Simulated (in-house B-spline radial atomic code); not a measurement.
# W³⁺ in a hard spherical wall

Wanted: the cost of confining W³⁺, radius by radius. More than one configuration is followed.

The numbers are computed with in-house B-spline radial atomic code version 1 (scalar-relativistic (spin-free one-electron X2C) Hartree-Fock, spin-polarised, average of configuration, Fermi nucleus, basis-set limit), except any that are marked as measured or tabulated.

## Step 1: The system

- element: tungsten (Z = 74)
- charge: +3
- electrons: 71
- configuration: [Xe] 4f14 5d3
- Hamiltonian: scalar-relativistic (X2C)
- nucleus: Fermi, rms radius 5.366 fm

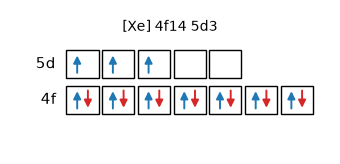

Outer shells as boxes.

Where spins are not typed, each open shell is filled with up spins first.

Settings of the run:

```ini
Z = 74
electrons = 71.0
configuration = [Xe] 4f14 5d3
hamiltonian = x2c
method = hf
spin_polarised = True
nucleus = fermi
rms_radius = 5.3658
mass_number = 184
atomic_mass = 183.95093318
speed_of_light = 137.035999084
```

From the earlier run of the reference: total energy -16136.663728 hartree. Levels, eight at most:

| orbital | occupation | energy (eV) | <r> (bohr) |
| --- | --- | --- | --- |
| 4d down | 5 | -301.46 | 0.5119 |
| 5s up | 1 | -124.17 | 1.088 |
| 5s down | 1 | -120.78 | 1.075 |
| 5p up | 3 | -83.927 | 1.251 |
| 4f up | 7 | -79.275 | 0.6007 |
| 4f down | 7 | -78.895 | 0.5943 |
| 5p down | 3 | -78.738 | 1.234 |
| 5d up | 3 | -37.595 | 1.741 |

## Step 2: Wall at 9.77 bohr, configuration [Xe] 4f14 5d3

Settings: those of step 1 with these lines changed.

```diff
@@ -11 +11,2 @@
 speed_of_light = 137.035999084
+wall_radius = 9.77
```

From the run's result record (rounded, not every field):

```text
{
  "status": "converged",
  "iterations": 11,
  "energy [hartree]": {"total": -16136.6637275, "kinetic": 18188.8308379, "nuclear": -40262.9347704, "coulomb": 6259.96802055, "exact_exchange": -322.527815545},
  "orbitals [hartree, bohr; first row names the columns]": [
    ["name", "occ", "eps", "<r>"],
    ["1s up", 1.0, -2569.5363, 0.017539],
    ["1s down", 1.0, -2569.5376, 0.017539],
    ["2s up", 1.0, -449.53889, 0.076708],
    ["2s down", 1.0, -449.52801, 0.076707],
    ["2p up", 3.0, -394.37846, 0.068895],
    ["2p down", 3.0, -394.36723, 0.068894],
    ["3s up", 1.0, -106.636, 0.20008],
    ["3s down", 1.0, -106.63542, 0.20008],
    ["3p up", 3.0, -89.937966, 0.20024],
    ["3p down", 3.0, -89.936881, 0.20023],
    ["3d up", 5.0, -70.063864, 0.18235],
    ["3d down", 5.0, -70.055918, 0.18237],
    ["4s up", 1.0, -24.04123, 0.44987],
    ["4s down", 1.0, -24.031132, 0.44993],
    ["4p up", 3.0, -18.444223, 0.47684],
    ["4p down", 3.0, -18.4334, 0.4769],
    ["4d up", 5.0, -11.097031, 0.51185],
    ["4d down", 5.0, -11.078416, 0.5119],
    ["5s up", 1.0, -4.5630827, 1.0876],
    ["5s down", 1.0, -4.4384731, 1.0746],
    ["5p up", 3.0, -3.0842749, 1.2506],
    ["5p down", 3.0, -2.8935604, 1.2339],
    ["4f up", 7.0, -2.913303, 0.6007],
    ["4f down", 7.0, -2.8993492, 0.59428],
    ["5d up", 3.0, -1.3815831, 1.7407]
  ],
  "sum_r [bohr^k]": {"-1": 562.7211, "1": 36.10954, "2": 35.60057},
  "energy_minus_base [hartree]": 5.8403748e-07
}
```

Wall time 0.28 s (1 thread, shared host).

energy_minus_base is the energy less that of the reference run.

## Step 3: Wall at 3.58 bohr, configuration [Xe] 4f14 5d3

Settings: those of step 2 with these lines changed.

```diff
@@ -11,2 +11,2 @@
 speed_of_light = 137.035999084
-wall_radius = 9.77
+wall_radius = 3.58
```

Results of the run:

```text
{
  "status": "converged",
  "iterations": 10,
  "energy [hartree]": {"total": -16136.5531291, "kinetic": 18189.5965366, "nuclear": -40268.5556179, "coulomb": 6265.03408263, "exact_exchange": -322.628130358},
  "orbitals [hartree, bohr; first row names the columns]": [
    ["name", "occ", "eps", "<r>"],
    ["1s up", 1.0, -2569.4596, 0.017539],
    ["1s down", 1.0, -2569.4608, 0.017539],
    ["2s up", 1.0, -449.4628, 0.076708],
    ["2s down", 1.0, -449.45072, 0.076707],
    ["2p up", 3.0, -394.30236, 0.068896],
    ["2p down", 3.0, -394.28984, 0.068894],
    ["3s up", 1.0, -106.56195, 0.20008],
    ["3s down", 1.0, -106.56116, 0.20008],
    ["3p up", 3.0, -89.863943, 0.20024],
    ["3p down", 3.0, -89.862564, 0.20023],
    ["3d up", 5.0, -69.989987, 0.18235],
    ["3d down", 5.0, -69.981126, 0.18237],
    ["4s up", 1.0, -23.968882, 0.44987],
    ["4s down", 1.0, -23.957405, 0.44993],
    ["4p up", 3.0, -18.372005, 0.47684],
    ["4p down", 3.0, -18.359733, 0.47691],
    ["4d up", 5.0, -11.025577, 0.51188],
    ["4d down", 5.0, -11.004837, 0.51191],
    ["5s up", 1.0, -4.5065904, 1.0896],
    ["5s down", 1.0, -4.3689647, 1.0762],
    ["5p up", 3.0, -3.0355851, 1.2501],
    ["5p down", 3.0, -2.8283255, 1.2349],
    ["4f up", 7.0, -2.8419398, 0.60163],
    ["4f down", 7.0, -2.8263288, 0.59464],
    ["5d up", 3.0, -1.319901, 1.6255]
  ],
  "sum_r [bohr^k]": {"-1": 562.7969, "1": 35.77829, "2": 34.00103},
  "energy_minus_base [hartree]": 0.110598982
}
```

Run time: 0.23 s. Hardware: 1 thread, shared host.

## Step 4: Wall at 1.91 bohr, configuration [Xe] 4f14 5d3

Settings: those of step 3 with these lines changed.

```diff
@@ -11,2 +11,2 @@
 speed_of_light = 137.035999084
-wall_radius = 3.58
+wall_radius = 1.91
```

Results of the run:

```text
{
  "status": "converged",
  "iterations": 10,
  "energy [hartree]": {"total": -16128.8111154, "kinetic": 18227.5199745, "nuclear": -40386.3492054, "coulomb": 6354.91764441, "exact_exchange": -324.899529016},
  "orbitals [hartree, bohr; first row names the columns]": [
    ["name", "occ", "eps", "<r>"],
    ["1s up", 1.0, -2567.8858, 0.017539],
    ["1s down", 1.0, -2567.8858, 0.017539],
    ["2s up", 1.0, -447.97089, 0.076714],
    ["2s down", 1.0, -447.93781, 0.076712],
    ["2p up", 3.0, -392.80353, 0.068903],
    ["2p down", 3.0, -392.76911, 0.0689],
    ["3s up", 1.0, -105.16892, 0.20014],
    ["3s down", 1.0, -105.1596, 0.20012],
    ["3p up", 3.0, -88.470971, 0.2003],
    ["3p down", 3.0, -88.459792, 0.20028],
    ["3d up", 5.0, -68.586252, 0.18241],
    ["3d down", 5.0, -68.557539, 0.18246],
    ["4s up", 1.0, -22.693008, 0.45035],
    ["4s down", 1.0, -22.651607, 0.45057],
    ["4p up", 3.0, -17.106656, 0.47783],
    ["4p down", 3.0, -17.064208, 0.47805],
    ["4d up", 5.0, -9.7766097, 0.5155],
    ["4d down", 5.0, -9.71516, 0.51519],
    ["5s up", 1.0, -3.5515645, 1.0147],
    ["5s down", 1.0, -3.3002246, 1.0088],
    ["5p up", 3.0, -1.9000879, 1.0754],
    ["5p down", 3.0, -1.5767228, 1.072],
    ["4f up", 7.0, -1.6125026, 0.60382],
    ["4f down", 7.0, -1.5674117, 0.59609],
    ["5d up", 3.0, 0.43423228, 1.1401]
  ],
  "sum_r [bohr^k]": {"-1": 564.3896, "1": 33.23551, "2": 26.07015},
  "energy_minus_base [hartree]": 7.85261263
}
```

Run time: 0.21 s. Hardware: 1 thread, shared host.

## Step 5: Wall at 9.77 bohr, configuration [Kr] 4d10 4f14 5s2 5p5 5d3 5f1

Settings of the run:

```ini
Z = 74
electrons = 71.0
configuration = [Kr] 4d10 4f14 5s2 5p5 5d3 5f1
hamiltonian = x2c
method = hf
spin_polarised = True
nucleus = fermi
rms_radius = 5.3658
mass_number = 184
atomic_mass = 183.95093318
speed_of_light = 137.035999084
wall_radius = 9.77
```

Results of the run:

```text
{
  "status": "converged",
  "iterations": 11,
  "energy [hartree]": {"total": -16134.3698478, "kinetic": 18186.2638793, "nuclear": -40232.9806781, "coulomb": 6233.95078418, "exact_exchange": -321.603833202},
  "orbitals [hartree, bohr; first row names the columns]": [
    ["name", "occ", "eps", "<r>"],
    ["1s up", 1.0, -2569.9416, 0.017539],
    ["1s down", 1.0, -2569.9346, 0.017539],
    ["2s up", 1.0, -449.92385, 0.076707],
    ["2s down", 1.0, -449.90672, 0.076706],
    ["2p up", 3.0, -394.76654, 0.068894],
    ["2p down", 3.0, -394.74481, 0.068894],
    ["3s up", 1.0, -107.00814, 0.20008],
    ["3s down", 1.0, -106.99997, 0.20007],
    ["3p up", 3.0, -90.310938, 0.20023],
    ["3p down", 3.0, -90.298805, 0.20024],
    ["3d up", 5.0, -70.437525, 0.18234],
    ["3d down", 5.0, -70.423727, 0.18237],
    ["4s up", 1.0, -24.418784, 0.44987],
    ["4s down", 1.0, -24.387138, 0.45001],
    ["4p up", 3.0, -18.822454, 0.47684],
    ["4p down", 3.0, -18.786658, 0.47739],
    ["4d up", 5.0, -11.475894, 0.51189],
    ["4d down", 5.0, -11.440763, 0.51133],
    ["4f up", 7.0, -3.2886338, 0.59857],
    ["4f down", 7.0, -3.2578655, 0.58954],
    ["5s up", 1.0, -4.9332135, 1.0771],
    ["5s down", 1.0, -4.6125093, 1.064],
    ["5p up", 3.0, -3.4294082, 1.2273],
    ["5p down", 2.0, -3.1358772, 1.2168],
    ["5d up", 3.0, -1.6531882, 1.6366],
    ["5f up", 1.0, -0.53117853, 3.9273]
  ],
  "sum_r [bohr^k]": {"-1": 562.3169, "1": 38.31611, "2": 49.48995},
  "energy_minus_base [hartree]": 2.29388022
}
```

Run time: 0.32 s. Hardware: 1 thread, shared host.

## Step 6: Wall at 3.58 bohr, configuration [Kr] 4d10 4f14 5s2 5p5 5d3 5f1

Settings: those of step 5 with these lines changed.

```diff
@@ -11,2 +11,2 @@
 speed_of_light = 137.035999084
-wall_radius = 9.77
+wall_radius = 3.58
```

Results of the run:

```text
{
  "status": "converged",
  "iterations": 11,
  "energy [hartree]": {"total": -16133.8472382, "kinetic": 18187.9328442, "nuclear": -40249.9837597, "coulomb": 6249.98081585, "exact_exchange": -321.777138577},
  "orbitals [hartree, bohr; first row names the columns]": [
    ["name", "occ", "eps", "<r>"],
    ["1s up", 1.0, -2569.7104, 0.017539],
    ["1s down", 1.0, -2569.7037, 0.017539],
    ["2s up", 1.0, -449.68993, 0.076707],
    ["2s down", 1.0, -449.67262, 0.076705],
    ["2p up", 3.0, -394.53289, 0.068894],
    ["2p down", 3.0, -394.51106, 0.068894],
    ["3s up", 1.0, -106.7733, 0.20008],
    ["3s down", 1.0, -106.76292, 0.20007],
    ["3p up", 3.0, -90.076411, 0.20024],
    ["3p down", 3.0, -90.061768, 0.20024],
    ["3d up", 5.0, -70.203652, 0.18235],
    ["3d down", 5.0, -70.186781, 0.18237],
    ["4s up", 1.0, -24.188381, 0.4499],
    ["4s down", 1.0, -24.153683, 0.45007],
    ["4p up", 3.0, -18.592842, 0.47689],
    ["4p down", 3.0, -18.554014, 0.47747],
    ["4d up", 5.0, -11.24792, 0.51195],
    ["4d down", 5.0, -11.208943, 0.51146],
    ["4f up", 7.0, -3.0641839, 0.59971],
    ["4f down", 7.0, -3.0269734, 0.5904],
    ["5s up", 1.0, -4.7197225, 1.0814],
    ["5s down", 1.0, -4.3910339, 1.0659],
    ["5p up", 3.0, -3.2290601, 1.2339],
    ["5p down", 2.0, -2.9193476, 1.22],
    ["5d up", 3.0, -1.4715137, 1.5889],
    ["5f up", 1.0, -0.075869143, 2.1201]
  ],
  "sum_r [bohr^k]": {"-1": 562.5466, "1": 36.41372, "2": 36.38985},
  "energy_minus_base [hartree]": 2.81648986
}
```

Wall time 0.29 s (1 thread, shared host).

## Step 7: Wall at 1.91 bohr, configuration [Kr] 4d10 4f14 5s2 5p5 5d3 5f1

Settings: those of step 6 with these lines changed.

```diff
@@ -11,2 +11,2 @@
 speed_of_light = 137.035999084
-wall_radius = 3.58
+wall_radius = 1.91
```

Results of the run:

```text
{
  "status": "converged",
  "iterations": 10,
  "energy [hartree]": {"total": -16124.0657547, "kinetic": 18227.8909942, "nuclear": -40380.6470285, "coulomb": 6352.7637508, "exact_exchange": -324.073471237},
  "orbitals [hartree, bohr; first row names the columns]": [
    ["name", "occ", "eps", "<r>"],
    ["1s up", 1.0, -2567.9579, 0.017539],
    ["1s down", 1.0, -2567.9479, 0.017539],
    ["2s up", 1.0, -447.99787, 0.076712],
    ["2s down", 1.0, -447.95866, 0.076709],
    ["2p up", 3.0, -392.8364, 0.0689],
    ["2p down", 3.0, -392.7908, 0.068897],
    ["3s up", 1.0, -105.17039, 0.20015],
    ["3s down", 1.0, -105.13497, 0.20011],
    ["3p up", 3.0, -88.475685, 0.20032],
    ["3p down", 3.0, -88.431981, 0.20029],
    ["3d up", 5.0, -68.594546, 0.18243],
    ["3d down", 5.0, -68.539387, 0.18244],
    ["4s up", 1.0, -22.724609, 0.45054],
    ["4s down", 1.0, -22.640515, 0.45098],
    ["4p up", 3.0, -17.142494, 0.47809],
    ["4p down", 3.0, -17.054228, 0.47917],
    ["4d up", 5.0, -9.8184855, 0.51595],
    ["4d down", 5.0, -9.7215164, 0.5152],
    ["4f up", 7.0, -1.6690238, 0.60595],
    ["4f down", 7.0, -1.5730801, 0.59544],
    ["5s up", 1.0, -3.6313418, 1.015],
    ["5s down", 1.0, -3.1415145, 1.0067],
    ["5p up", 3.0, -1.9847144, 1.0754],
    ["5p down", 2.0, -1.5177499, 1.0702],
    ["5d up", 3.0, 0.33791413, 1.1394],
    ["5f up", 1.0, 3.1652121, 1.139]
  ],
  "sum_r [bohr^k]": {"-1": 564.3128, "1": 33.31272, "2": 26.29711},
  "energy_minus_base [hartree]": 12.5979733
}
```

Run time: 0.27 s. Hardware: 1 thread, shared host.

## Step 8: Wall at 9.77 bohr, configuration [Kr] 4d10 4f14 5s2 5p5 5d4

Settings of the run:

```ini
Z = 74
electrons = 71.0
configuration = [Kr] 4d10 4f14 5s2 5p5 5d4
hamiltonian = x2c
method = hf
spin_polarised = True
nucleus = fermi
rms_radius = 5.3658
mass_number = 184
atomic_mass = 183.95093318
speed_of_light = 137.035999084
wall_radius = 9.77
```

Results of the run:

```text
{
  "status": "converged",
  "iterations": 11,
  "energy [hartree]": {"total": -16135.2755732, "kinetic": 18187.0869664, "nuclear": -40252.7401901, "coulomb": 6252.62818867, "exact_exchange": -322.25053807},
  "orbitals [hartree, bohr; first row names the columns]": [
    ["name", "occ", "eps", "<r>"],
    ["1s up", 1.0, -2569.672, 0.017539],
    ["1s down", 1.0, -2569.6655, 0.017539],
    ["2s up", 1.0, -449.65483, 0.076707],
    ["2s down", 1.0, -449.63489, 0.076706],
    ["2p up", 3.0, -394.49748, 0.068895],
    ["2p down", 3.0, -394.47292, 0.068894],
    ["3s up", 1.0, -106.743, 0.20008],
    ["3s down", 1.0, -106.73549, 0.20008],
    ["3p up", 3.0, -90.045699, 0.20024],
    ["3p down", 3.0, -90.034231, 0.20024],
    ["3d up", 5.0, -70.173054, 0.18234],
    ["3d down", 5.0, -70.15799, 0.18237],
    ["4s up", 1.0, -24.155678, 0.44985],
    ["4s down", 1.0, -24.122678, 0.45001],
    ["4p up", 3.0, -18.559406, 0.47682],
    ["4p down", 3.0, -18.522091, 0.47738],
    ["4d up", 5.0, -11.214963, 0.51185],
    ["4d down", 5.0, -11.176122, 0.51129],
    ["4f up", 7.0, -3.0267271, 0.60137],
    ["4f down", 7.0, -2.9938238, 0.59005],
    ["5s up", 1.0, -4.7046587, 1.0853],
    ["5s down", 1.0, -4.3498016, 1.068],
    ["5p up", 3.0, -3.2320157, 1.243],
    ["5p down", 2.0, -2.8836082, 1.2278],
    ["5d up", 4.0, -1.4615196, 1.6911]
  ],
  "sum_r [bohr^k]": {"-1": 562.5837, "1": 36.34731, "2": 36.37634},
  "energy_minus_base [hartree]": 1.38815489
}
```

It took 0.3 s on 1 thread, shared host.

## Step 9: Wall at 3.58 bohr, configuration [Kr] 4d10 4f14 5s2 5p5 5d4

Settings: those of step 8 with these lines changed.

```diff
@@ -11,2 +11,2 @@
 speed_of_light = 137.035999084
-wall_radius = 9.77
+wall_radius = 3.58
```

Results of the run:

```text
{
  "status": "converged",
  "iterations": 11,
  "energy [hartree]": {"total": -16135.1564285, "kinetic": 18187.9479845, "nuclear": -40258.7371348, "coulomb": 6258.0117515, "exact_exchange": -322.379029697},
  "orbitals [hartree, bohr; first row names the columns]": [
    ["name", "occ", "eps", "<r>"],
    ["1s up", 1.0, -2569.5902, 0.017539],
    ["1s down", 1.0, -2569.5837, 0.017539],
    ["2s up", 1.0, -449.57377, 0.076707],
    ["2s down", 1.0, -449.55256, 0.076706],
    ["2p up", 3.0, -394.41638, 0.068895],
    ["2p down", 3.0, -394.3905, 0.068894],
    ["3s up", 1.0, -106.66421, 0.20008],
    ["3s down", 1.0, -106.65653, 0.20008],
    ["3p up", 3.0, -89.966928, 0.20024],
    ["3p down", 3.0, -89.955228, 0.20024],
    ["3d up", 5.0, -70.09444, 0.18234],
    ["3d down", 5.0, -70.078439, 0.18238],
    ["4s up", 1.0, -24.078782, 0.44985],
    ["4s down", 1.0, -24.044438, 0.45002],
    ["4p up", 3.0, -18.482656, 0.47682],
    ["4p down", 3.0, -18.443941, 0.47738],
    ["4d up", 5.0, -11.139059, 0.51188],
    ["4d down", 5.0, -11.098038, 0.51131],
    ["4f up", 7.0, -2.950956, 0.60239],
    ["4f down", 7.0, -2.9163438, 0.59043],
    ["5s up", 1.0, -4.6448078, 1.0875],
    ["5s down", 1.0, -4.2764423, 1.0697],
    ["5p up", 3.0, -3.1805469, 1.2431],
    ["5p down", 2.0, -2.8147168, 1.2291],
    ["5d up", 4.0, -1.3998222, 1.6006]
  ],
  "sum_r [bohr^k]": {"-1": 562.6646, "1": 36.00229, "2": 34.72589},
  "energy_minus_base [hartree]": 1.50729952
}
```

Run time: 0.27 s. Hardware: 1 thread, shared host.

## Step 10: Wall at 1.91 bohr, configuration [Kr] 4d10 4f14 5s2 5p5 5d4

Settings: those of step 9 with these lines changed.

```diff
@@ -11,2 +11,2 @@
 speed_of_light = 137.035999084
-wall_radius = 3.58
+wall_radius = 1.91
```

Results of the run:

```text
{
  "status": "converged",
  "iterations": 10,
  "energy [hartree]": {"total": -16126.8803294, "kinetic": 18227.2117258, "nuclear": -40381.8594011, "coulomb": 6352.59258239, "exact_exchange": -324.825236439},
  "orbitals [hartree, bohr; first row names the columns]": [
    ["name", "occ", "eps", "<r>"],
    ["1s up", 1.0, -2567.9416, 0.017539],
    ["1s down", 1.0, -2567.9313, 0.017539],
    ["2s up", 1.0, -448.00373, 0.076714],
    ["2s down", 1.0, -447.95406, 0.076711],
    ["2p up", 3.0, -392.84017, 0.068902],
    ["2p down", 3.0, -392.78353, 0.0689],
    ["3s up", 1.0, -105.19885, 0.20015],
    ["3s down", 1.0, -105.17806, 0.20012],
    ["3p up", 3.0, -88.501875, 0.20032],
    ["3p down", 3.0, -88.474507, 0.2003],
    ["3d up", 5.0, -68.619515, 0.18241],
    ["3d down", 5.0, -68.576501, 0.18247],
    ["4s up", 1.0, -22.741338, 0.45034],
    ["4s down", 1.0, -22.662689, 0.45073],
    ["4p up", 3.0, -17.156404, 0.47784],
    ["4p down", 3.0, -17.072215, 0.47881],
    ["4d up", 5.0, -9.8329402, 0.51571],
    ["4d down", 5.0, -9.7352949, 0.51453],
    ["4f up", 7.0, -1.6628948, 0.60621],
    ["4f down", 7.0, -1.5859584, 0.59316],
    ["5s up", 1.0, -3.6635818, 1.0154],
    ["5s down", 1.0, -3.1243763, 1.0069],
    ["5p up", 3.0, -2.0315106, 1.0752],
    ["5p down", 2.0, -1.5020116, 1.0706],
    ["5d up", 4.0, 0.35861465, 1.1387]
  ],
  "sum_r [bohr^k]": {"-1": 564.3292, "1": 33.29008, "2": 26.20706},
  "energy_minus_base [hartree]": 9.78339868
}
```

Wall time 0.23 s (1 thread, shared host).

## Step 11: Results

| configuration | radius (bohr) | energy above the free system (eV) | highest level (eV) |
| --- | --- | --- | --- |
| [Xe] 4f14 5d3 | 9.77 | below noise | -37.595 (5d up) |
| [Xe] 4f14 5d3 | 3.58 | 3.010 | -35.916 (5d up) |
| [Xe] 4f14 5d3 | 1.91 | 213.68 | 11.816 (5d up) |
| [Kr] 4d10 4f14 5s2 5p5 5d3 5f1 | 9.77 | 62.420 | -14.454 (5f up) |
| [Kr] 4d10 4f14 5s2 5p5 5d3 5f1 | 3.58 | 76.641 | -2.065 (5f up) |
| [Kr] 4d10 4f14 5s2 5p5 5d3 5f1 | 1.91 | 342.81 | 86.130 (5f up) |
| [Kr] 4d10 4f14 5s2 5p5 5d4 | 9.77 | 37.774 | -39.770 (5d up) |
| [Kr] 4d10 4f14 5s2 5p5 5d4 | 3.58 | 41.016 | -38.091 (5d up) |
| [Kr] 4d10 4f14 5s2 5p5 5d4 | 1.91 | 266.22 | 9.758 (5d up) |

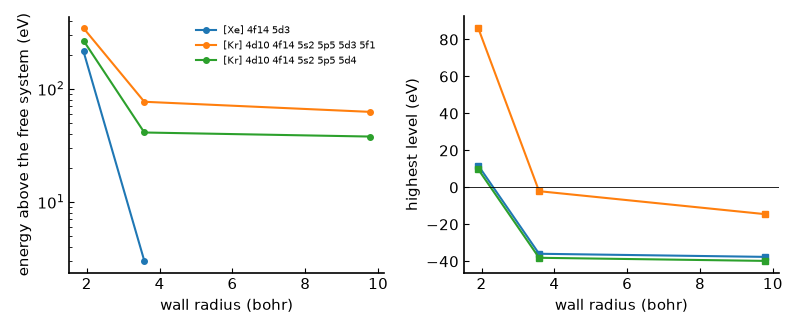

Energy above the free reference (left, logarithmic; it includes the excitation energy of the other configurations) and the highest occupied level (right).

For [Xe] 4f14 5d3 the energy above the free reference is below noise at 9.77 bohr and 213.68 eV at 1.91 bohr. Its highest level passes zero between 3.58 and 1.91 bohr; in smaller spheres the level is positive, pushed up by confinement, and the wall keeps the electron in. Of [Xe] 4f14 5d3 and [Kr] 4d10 4f14 5s2 5p5 5d3 5f1, the first stays lower at every radius that both share. At 1.91 bohr the lowest of all 3 is [Xe] 4f14 5d3. A hard wall is a crude model of an atom's surroundings.
